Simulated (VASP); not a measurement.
Band structure of CdS (zinc blende). Calculation: optB86b-vdW, VASP's PBE PAW potentials (set 64) (plane waves; VASP).

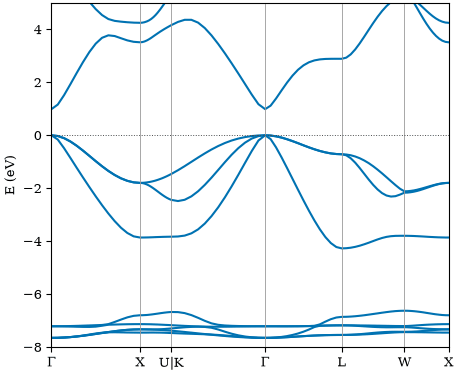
Bands along high-symmetry lines, zero at the valence-band maximum or, without a gap, the Fermi level

Task: Read the plot: is there a gap, and where are the band edges?

Result: The gap is direct, 0.99 eV, from the valence maximum at Γ to the conduction minimum at Γ. (Edges off the drawn lines would not show.)

Measured: gap 2.48 eV at 4 K (computed value off by -1.49 eV), as given by arXiv:1206.3780.

The compound is CdS in the zinc blende structure, a metastable form; wurtzite is the usual one. It was relaxed first.
